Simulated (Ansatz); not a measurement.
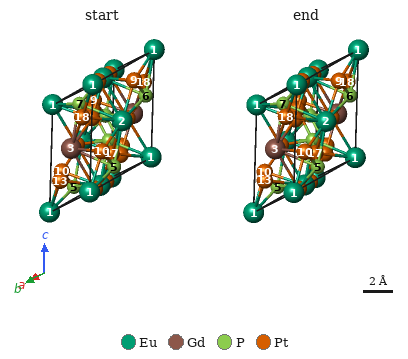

The structure of crystalline Eu$_{3}$GdP$_{4}$Pt$_{12}$ (set up in P1) before (left) and after (right) a relaxation, at one scale.

A ball-and-stick model of the cell of the calculation, seen from a free direction.

Computed with DFT PBE, scalar-relativistic, plane waves, PAW in Ansatz 0.2.0.

Input
```yaml
crystal:
  lattice:
    - [-5.7737483335, 0.0, -5.4892519808]
    - [0.0, -5.7737483335, 5.4892519808]
    - [0.0, 5.7737483335, 5.4892519808]
  atoms:
    - { symbol: Eu, position: [1.0003426786, 0.0010678092, 0.0042091508], spin: 6.0 }
    - { symbol: Eu, position: [0.9966006444, 0.5004287754, 0.5037815076], spin: 6.0 }
    - { symbol: Gd, position: [0.499179409, -0.0006508398, 0.5018647149], spin: 7.0 }
    - { symbol: Eu, position: [0.5038301021, 0.503046091, -0.0019991698], spin: 6.0 }
    - { symbol: P, position: [-0.0015660516, 0.6097649199, 0.1123809573] }
    - { symbol: P, position: [0.0010595731, 0.1206136294, 0.6156687251] }
    - { symbol: P, position: [0.4985978197, 0.8850229655, 0.8799816632] }
    - { symbol: P, position: [0.4958724271, 0.3877815065, 0.3773176067] }
    - { symbol: Pt, position: [0.0006261003, 0.3198532739, 0.8216070932] }
    - { symbol: Pt, position: [-0.0027822238, 0.8179224958, 0.3225770079] }
    - { symbol: Pt, position: [0.4950178779, 0.6764915919, 0.6797087664] }
    - { symbol: Pt, position: [0.5010308646, 0.1820338946, 0.1778878478] }
    - { symbol: Pt, position: [0.7514132859, 0.000430557, 0.2495305717] }
    - { symbol: Pt, position: [0.7462418422, 0.504201068, 0.7458456033] }
    - { symbol: Pt, position: [0.7504579734, 0.7454805256, 0.5013986878] }
    - { symbol: Pt, position: [0.7466837248, 0.2465782545, -0.0039201113] }
    - { symbol: Pt, position: [0.2437130882, 0.4972610332, 0.2449715754] }
    - { symbol: Pt, position: [0.2445165324, 0.9994967695, 0.7450601396] }
    - { symbol: Pt, position: [0.2500754202, 0.7507291127, 1.0008270066] }
    - { symbol: Pt, position: [0.2465753046, 0.2512024602, 0.4942551763] }
basis:
  ecutwfc: 420
kpoints:
  mp_grid: { grid: [4, 4, 4] }
hamiltonian:
  xc: pbe
scf:
  occupations: { method: gaussian, width: 0.05 }
  lower_state_search: "off"
output:
  forces: true
  stress: true
  eigenvalues: true
  populations: true
  hubbard: { sites: [{ species: Eu, l: f }, { species: Gd, l: f }] }
  write_density: true
  write_potential: true
  elf: true
  volumetric_format: npy
magnetization:
  spin_polarized: true
relax:
  adjacent_minimum: "off"
  f_tol: 0.03
  max_steps: 45
  cell: { stress_tol: 0.2 }
checkpoint:
  read: start.run
  write: ck
  compress: false
  write_wavefunctions: false
  write_every: 100000
```

Launched with:
```bash
ansatz run input.yaml --threads 8 --pin off --max-ram 14336MiB --backend cpu --events-out ev --progress --plain --runs-dir out
```

What changed between the two?

Answer. The run was cut off at its time limit before the relaxation converged, so the last structure is only a point on the way. The atom that moves furthest relative to the cell is Pt11 (0.11 Å roughly along [1 2 −1]). Largest moves by element: Pt 0.11 Å, Eu 0.05 Å, P 0.05 Å, Gd 0.04 Å. The volume changes by +0.1 %, with a 7.967 → 7.961 Å (−0.1 %), b 7.967 → 7.965 Å (0.0 %), c 7.967 → 7.976 Å (+0.1 %), α 92.9° → 93.0°. Near-neighbour distances that change, for instance: Eu4–Pt11 2.936 → 3.084 Å, Gd3–Pt12 3.029 → 2.898 Å, Eu4–Pt10 2.960 → 3.065 Å, Gd3–Pt10 3.000 → 2.895 Å. Bond angles that change, for instance: Eu2–Pt12–Gd3 85.3° → 88.2°, Eu2–Pt10–Eu4 87.1° → 84.5°, Eu1–Pt9–Eu4 87.0° → 84.5°. After 1 geometry step the energy has fallen by 6.0 meV per atom. Largest force component: 0.68 eV/Å at the start, 0.28 eV/Å at the end. The pressure goes from 0.18 to 0.17 GPa. The program noted that the starting moments weren't kept.

Limits of the set-up: 4f states are treated without a Hubbard U.
